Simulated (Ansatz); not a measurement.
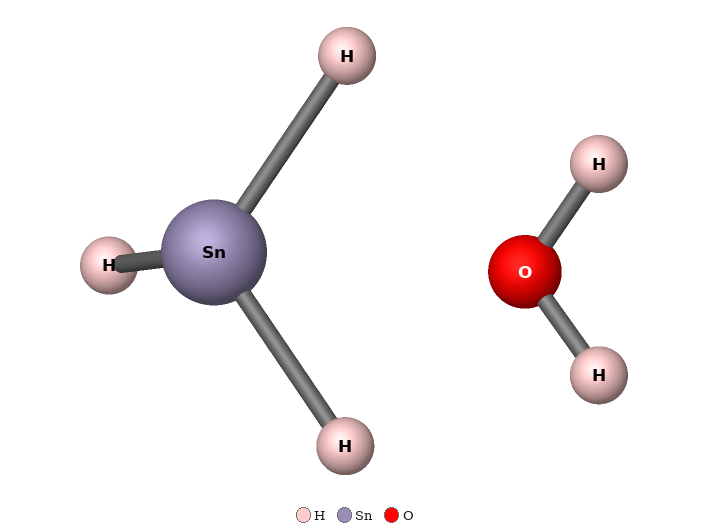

The species is neutral and a spin doublet. Sticks follow a distance rule. Harmonic vibrations computed with UKS PBE0-D4/def2-TZVP, core potentials on Sn (Ansatz 0.2.0) at a stationary point of the same level.

Q: Minimum or transition state?

A: A minimum: no imaginary frequency, and the lowest mode lies at 70 cm⁻¹.

Q: List the wavenumbers.

A: 15 modes: 70, 88, 184, 201, 277, 334, 672, 685, 690, 1622, 1839, 1879, 1905, 3834, 3942 cm⁻¹.
